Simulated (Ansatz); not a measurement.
**RbI (SMILES [Rb][I]), step by step**

Wanted: a structure relaxation (singlet RbI, CCSD(T)/LANL2DZ), then the harmonic vibrations (singlet RbI, CCSD(T)/LANL2DZ), then a single-point energy (singlet RbI, B3LYP5/LANL2DZ), then a single-point energy (doublet RbI+, UB3LYP5/LANL2DZ), then a structure relaxation (doublet RbI+, UCCSD(T)/LANL2DZ) of IRb. 

The results are computed with Ansatz 0.2.0.

## Step 1: The molecule

RbI has 2 atoms, charge 0, and is taken as a singlet. SMILES: `[Rb][I]`. All atoms were displaced at random from a relaxed shape. The run starts from this shape.

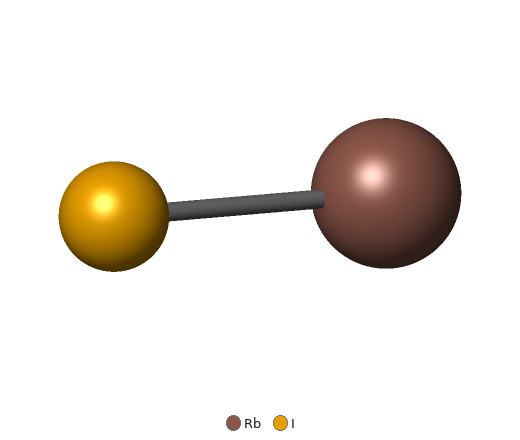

The structure, seen from a chosen angle (rubidium brown, iodine amber).

## Step 2: A structure relaxation at CCSD(T)/LANL2DZ (core potential) (run 1)

in.yaml reads:

```yaml
crystal:
  periodic: [false, false, false]
  atoms:
    - symbol: Rb
      position_ang: [0.012126, 0.108492, -0.081806]
    - symbol: I
      position_ang: [0.105149, 0.060254, 3.182506]
basis:
  gaussian: {orbitals: LANL2DZ.json}
magnetization: {spin_polarized: false}
correlation: {method: ccsd_t}
scf: {omitted_lower_state_checks: [cluster_reference]}
relax: {}
```

The basis set LANL2DZ is read from a file made from the Basis Set Exchange's data (not shown).

On the command line:

```console
$ ansatz run in.yaml --threads 1 --pin off --max-ram 2610MiB --events-out events.jsonl --progress --plain --runs-dir runs
```

Log:

```text
Warning: RAYON_NUM_THREADS=1 ignored (pool sized by the plan → 1); use --threads N
The last accepted step is kept in runs//last_step.txt (removed where the run ends without a failure and the disk answers)
[... 99 lines left out ...]
Total energy: -948.25532573 eV, -34.8477404700 hartree
[... 2 lines left out ...]
Dipole moment:    -0.086002     0.044597    -3.017930 e Å
Checks for a lower state left out: cluster_reference
```

Wall time 0.74 s (1 thread of AMD EPYC 9B45 (Zen 5), shared host).

Step by step:

| step | energy from the first frame kept (eV) | largest force (eV/Å) |
| --- | --- | --- |
| 1 | 0.0000 | 0.6359 |
| 2 | -0.0413 | 0.2683 |
| 3 | -0.0521 | 0.0574 |
| 4 | -0.0527 | 0.0052 |

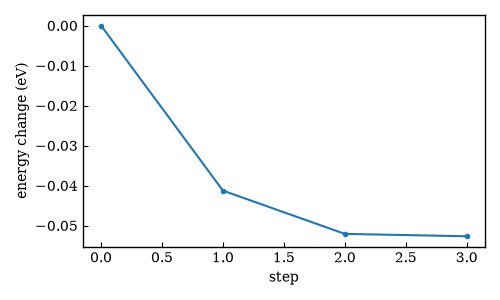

Energy along the run.

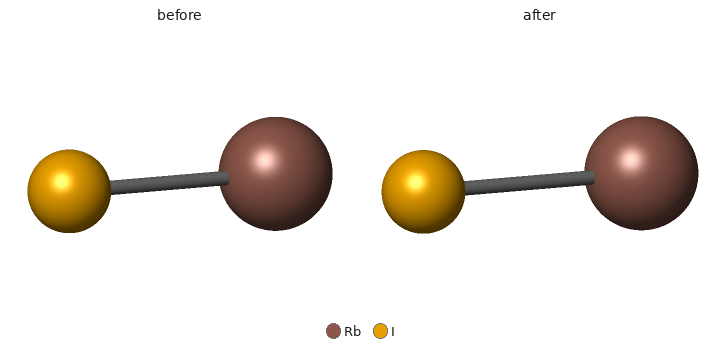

Before and after, at one scale.

After the run. Bond lengths: Rb1–I2 3.450 Å.

## Step 3: The harmonic vibrations at CCSD(T)/LANL2DZ (core potential) (run 2)

run.yaml reads:

```yaml
basis:
  gaussian: {orbitals: LANL2DZ.json}
crystal:
  periodic: [false, false, false]
  atoms:
    - {symbol: Rb, position_ang: [0.009504, 0.109852, -0.173813]}
    - {symbol: I, position_ang: [0.107771, 0.058894, 3.274513]}
correlation: {method: ccsd_t}
scf: {omitted_lower_state_checks: [cluster_reference]}
phonons: {amplitude: 0.005}
```

The basis set LANL2DZ is read from a file made from the Basis Set Exchange's data (not shown).

On the command line:

```console
$ ansatz run run.yaml --threads 1 --pin off --max-ram 2610MiB --events-out events.jsonl --progress --plain --runs-dir runs
```

Log:

```text
Warning: RAYON_NUM_THREADS=1 ignored (pool sized by the plan → 1); use --threads N
[... 233 lines left out ...]
Total energy: -948.25532326 eV, -34.8477403794 hartree
[... 2 lines left out ...]
Dipole moment:    -0.086002     0.044598    -3.017933 e Å
[... 1 line left out ...]
Checks for a lower state left out: cluster_reference
```

It took 1.7 s on 1 thread of AMD EPYC 9B45 (Zen 5), shared host.

## Step 4: A single-point energy at B3LYP5/LANL2DZ (core potential) (run 3)

molecule.yaml reads:

```yaml
crystal:
  periodic: [false, false, false]
  atoms:
    - {symbol: Rb, position_ang: [0.009504, 0.109852, -0.173813]}
    - {symbol: I, position_ang: [0.107771, 0.058894, 3.274513]}
basis:
  gaussian:
    orbitals: LANL2DZ.json
hamiltonian:
  xc: {name: B3LYP5}
output:
  orbitals: {seedname: orbitals}
```

The basis set LANL2DZ is read from a file made from the Basis Set Exchange's data (not shown).

On the command line:

```console
$ ansatz run molecule.yaml --threads 1 --pin off --max-ram 2610MiB --events-out events.jsonl --progress --plain --runs-dir runs
```

Log:

```text
Warning: RAYON_NUM_THREADS=1 ignored (pool sized by the plan → 1); use --threads N
Functional definition: B3LYP5
  name "B3LYP5"
  parameter a0 = 0.2
  parameter ax = 0.72
  parameter ac = 0.81
  exchange = (1 - a0 - ax)*slater_x + ax*b88_x + a0*exact_x
  correlation = (1 - ac)*vwn5_c + ac*lyp_c
297 factors; integrals over basis functions are off by at most 2.1e-4 eV
mean field evaluation 1: about -959.1124 eV, gradient 1.2e1 eV
mean field evaluation 2: about -958.6960 eV, gradient 1.4e1 eV
mean field evaluation 4: about -959.9783 eV, gradient 4.1e-2 eV
mean field evaluation 8: about -959.9736 eV, gradient 5.4e-3 eV
mean field -959.97357278 eV, -35.2783781060 hartree, gradient 7.4e-6 eV, S^2 0.000000; 0 other end points of the search recorded, 0 dependent functions left out
reference -959.97381405 eV, -35.2783869727 hartree; 8, 8 occupied and 12, 12 virtual orbitals, 297 factors
Total energy: -959.97381405 eV, -35.2783869727 hartree
```

Wall time 0.32 s (1 thread of AMD EPYC 9B45 (Zen 5), shared host).

## Step 5: The doublet cation: a single-point energy at UB3LYP5/LANL2DZ (core potential) (run 4)

molecule.yaml reads:

```yaml
crystal:
  periodic: [false, false, false]
  atoms:
    - symbol: Rb
      position_ang: [0.009504, 0.109852, -0.173813]
    - symbol: I
      position_ang: [0.107771, 0.058894, 3.274513]
basis:
  gaussian:
    orbitals: LANL2DZ.json
total_charge: 1
magnetization:
  spin_polarized: true
  initial_magnetization: 1
hamiltonian:
  xc: {name: B3LYP5}
```

The basis set LANL2DZ is read from a file made from the Basis Set Exchange's data (not shown).

On the command line:

```console
$ ansatz run molecule.yaml --threads 1 --pin off --max-ram 2610MiB --events-out events.jsonl --progress --plain --runs-dir runs
```

Log:

```text
Warning: RAYON_NUM_THREADS=1 ignored (pool sized by the plan → 1); use --threads N
[... 7 set-up lines as earlier in the session ...]
297 factors; integrals over basis functions are off by at most 2.1e-4 eV
mean field evaluation 1: about -952.0389 eV, gradient 8.3e0 eV
mean field evaluation 2: about -952.7158 eV, gradient 2.8e0 eV
mean field evaluation 4: about -952.8027 eV, gradient 4.9e-2 eV
mean field evaluation 8: about -952.8025 eV, gradient 4.9e-4 eV
mean field evaluation 16: about -952.8025 eV, gradient 2.6e-2 eV
mean field -952.80253713 eV, -35.0148474067 hartree, gradient 6.3e-6 eV, S^2 0.750264; 2 other end points of the search recorded, 0 dependent functions left out
reference -952.80277387 eV, -35.0148561067 hartree; 8, 7 occupied and 12, 13 virtual orbitals, 297 factors
Total energy: -952.80277387 eV, -35.0148561067 hartree
```

It took 0.8 s on 1 thread of AMD EPYC 9B45 (Zen 5), shared host; peak memory 0.13 GiB.

## Step 6: The doublet cation: a structure relaxation at UCCSD(T)/LANL2DZ (core potential) (run 5)

job.yaml reads:

```yaml
crystal:
  periodic: [false, false, false]
  atoms:
    - {symbol: Rb, position_ang: [0.009504, 0.109852, -0.173813]}
    - {symbol: I, position_ang: [0.107771, 0.058894, 3.274513]}
basis:
  gaussian: {orbitals: LANL2DZ.json}
total_charge: 1
magnetization: {spin_polarized: true, initial_magnetization: 1}
correlation: {method: ccsd_t}
scf: {omitted_lower_state_checks: [cluster_reference]}
relax: {}
```

The basis set LANL2DZ is read from a file made from the Basis Set Exchange's data (not shown).

On the command line:

```console
$ ansatz run job.yaml --threads 1 --pin off --max-ram 2610MiB --events-out events.jsonl --progress --plain --runs-dir runs
```

Log:

```text
Warning: RAYON_NUM_THREADS=1 ignored (pool sized by the plan → 1); use --threads N
[... 1 set-up line as earlier in the session ...]
[... 135 lines left out ...]
Total energy: -941.96331518 eV, -34.6165133472 hartree
[... 2 lines left out ...]
Dipole moment:    -0.068200     0.035366    -2.393219 e Å
Checks for a lower state left out: cluster_reference
```

Wall time 2.1 s (1 thread of AMD EPYC 9B45 (Zen 5), shared host).

The path in brief:

| step | energy from the first frame kept (eV) | largest force (eV/Å) |
| --- | --- | --- |
| 1 | 0.0000 | 0.8673 |
| 2 | -0.0898 | 0.5661 |
| 3 | -0.1799 | 0.2291 |
| 4 | -0.2178 | 0.0057 |
| 5 | -0.2178 | 0.0030 |

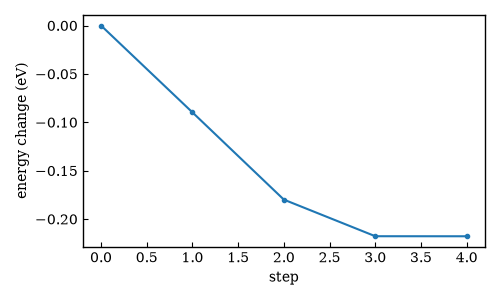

Energy along the run.

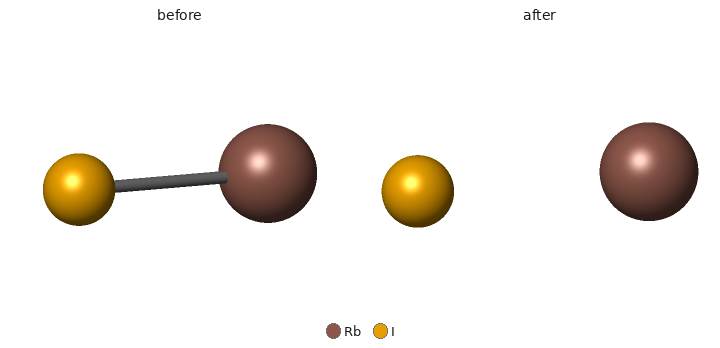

Before and after, at one scale.

After the run. Bond lengths: Rb1–I2 4.226 Å.

## Step 7: What came out

| quantity | value |
| --- | --- |
| run 1, CCSD(T)/LANL2DZ: total energy at the end | -34.84774 Eh |
| run 1, CCSD(T)/LANL2DZ: dipole moment (correlated density) | 14.50 D |
| run 1, CCSD(T)/LANL2DZ: correlation energy | -20.4 mEh |
| run 1, CCSD(T)/LANL2DZ: bond length | 3.450 Å |
| run 1, CCSD(T)/LANL2DZ: (T) correction | -0.24 mEh |
| run 1, CCSD(T)/LANL2DZ: T1 diagnostic | 0.009 |
| run 2, CCSD(T)/LANL2DZ: largest force on an atom | 0.005 eV/Å |
| run 2, CCSD(T)/LANL2DZ: harmonic wavenumber | 118 cm⁻¹ |
| run 2, CCSD(T)/LANL2DZ: zero-point energy | 0.7 kJ/mol |
| run 3, B3LYP5/LANL2DZ: total energy | -35.27839 Eh |
| run 3, B3LYP5/LANL2DZ: HOMO energy | -4.60 eV |
| run 3, B3LYP5/LANL2DZ: LUMO energy | -2.08 eV |
| run 3, B3LYP5/LANL2DZ: HOMO–LUMO gap | 2.52 eV |
| doublet cation, run 4: total energy | -35.01486 Eh |
| doublet cation, run 4: ⟨S²⟩ | 0.750 |
| doublet cation, run 5: total energy at the end | -34.61651 Eh |
| doublet cation, run 5: correlation energy | -12.0 mEh |
| doublet cation, run 5: bond length | 4.226 Å |
| doublet cation, run 5: (T) correction | -0.08 mEh |
| doublet cation, run 5: ⟨S²⟩ of the reference determinant | 0.751 |
| doublet cation, run 5: T1 diagnostic | 0.003 |
| vertical ionisation energy (to the doublet cation), B3LYP5/LANL2DZ | 7.171 eV |
| adiabatic ionisation energy (to the doublet cation, no zero-point term), CCSD(T)/LANL2DZ | 6.292 eV |

What this shows: At B3LYP5/LANL2DZ: removing an electron at fixed nuclei costs 7.17 eV (692 kJ/mol). −ε(HOMO) before ionisation, 4.60 eV, is 2.57 eV below this ionisation energy. At CCSD(T)/LANL2DZ: the adiabatic ionisation energy (to the doublet cation, no zero-point term) is 6.29 eV (145 kcal/mol). The optimisation (run 1, CCSD(T)/LANL2DZ) took 3 steps and changed the energy by -0.053 eV. The triples (run 1, CCSD(T)/LANL2DZ) make up 1.2 % of the correlation energy. The one mode (run 2, CCSD(T)/LANL2DZ) is real, so the shape is a minimum at this level.
